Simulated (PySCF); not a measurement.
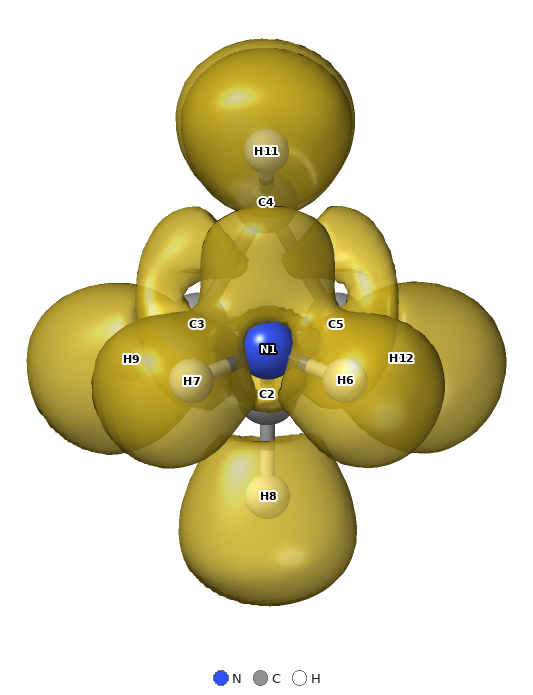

Figure. C4H7N. Isosurface of the ELF at 0.75 (yellow), seen at an oblique angle. Only the valence region is drawn (cores and ρ < 0.01 e/Å³ removed).

Geometry: PBE0-D3(BJ)/def2-SVP.

Theory: PBE0/pcSseg-1, SCF density, gas phase, non-relativistic (PySCF 2.14.0).

```xyz
12

N    -1.5209    0.4623    0.5629
C    -0.6382   -0.5277    0.0197
C     0.4173   -0.1346   -0.9597
C     1.1878    0.8092   -0.0960
C     0.8018   -0.5422    0.4109
H    -1.8887    0.1602    1.4623
H    -2.3151    0.6132   -0.0552
H    -1.0537   -1.5345   -0.1632
H     0.6718   -0.5771   -1.9218
H     2.2439    0.9562   -0.3476
H     0.6703    1.6859    0.3094
H     1.4236   -1.3709    0.7466
```

Q: Where are the electrons localised?

A: The surface consists of one region between bonded C–C atoms (shared pairs), five regions around hydrogen nuclei, two regions on C in which the atom's valence shell and bonds are merged and one joined region spread over several atoms (H, N), in which their bonds and any lone pairs are merged. Along the contacts the grid gives the following. C–N (1.43 Å): the ELF peaks at about 0.95 between the atoms; a covalent bond. C–C (1.48 Å): the ELF peaks at about 0.75 between the atoms; localised, covalent bonding.
